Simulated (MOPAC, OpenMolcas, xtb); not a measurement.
# AlHSCl (SMILES [SH][Al][Cl]): the dipole moment, rung by rung

AlHSCl: 4 atoms, total charge 0, spin state doublet. As SMILES, `[SH][Al][Cl]`. Geometry: relaxed at PBE0-D4/def2-TZVP.

| atom | x (Å) | y (Å) | z (Å) |
| --- | --- | --- | --- |
| S | 0.4398 | 0.9849 | -0.7447 |
| Al | -0.3941 | -0.5259 | 0.6091 |
| Cl | 0.2262 | -2.5074 | 0.2510 |
| H | -0.2164 | 1.9881 | -0.1356 |

Each level gives the dipole moment (D). The values are calculated.

| level | kind | program | value (D) | CPU time |
| --- | --- | --- | --- | --- |
| AM1 | semi-empirical | MOPAC | 2.63 | under 2 s |
| PM6 | semi-empirical | MOPAC | 3.10 | under 2 s |
| GFN2-xTB | semi-empirical | xtb | 2.82 | under 2 s |
| GFN1-xTB | semi-empirical | xtb | 4.71 | under 2 s |
| UHF/STO-3G | Hartree–Fock | OpenMolcas | 4.57 | 2.2 s |
| UHF/3-21G | Hartree–Fock | OpenMolcas | 4.07 | 2.4 s |
| UHF/def2-SVP | Hartree–Fock | OpenMolcas | 2.74 | 3.7 s |
| USVWN5/STO-3G | LDA | OpenMolcas | 3.96 | 5.3 s |
| UBP86/def2-SVP | GGA | OpenMolcas | 2.09 | 14 s |
| UB3LYP/6-31G* (spherical functions) | global hybrid | OpenMolcas | 2.51 | 16 s |

The values span 2.09 to 4.71 D. Sets without polarisation functions give poor dipoles. CPU times are rough (shared hosts, several kinds of processor): they show what a rung costs within a factor of a few.

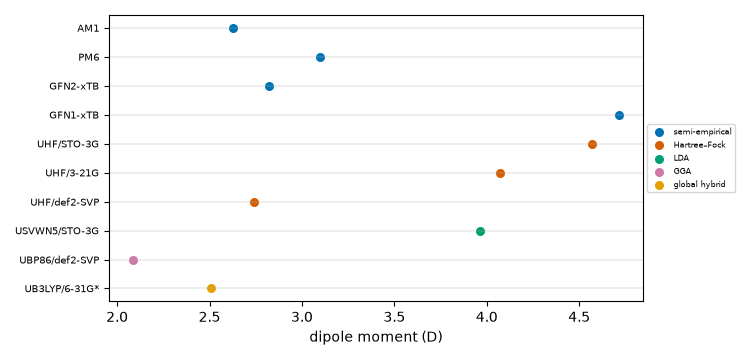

The values of the table, level by level.
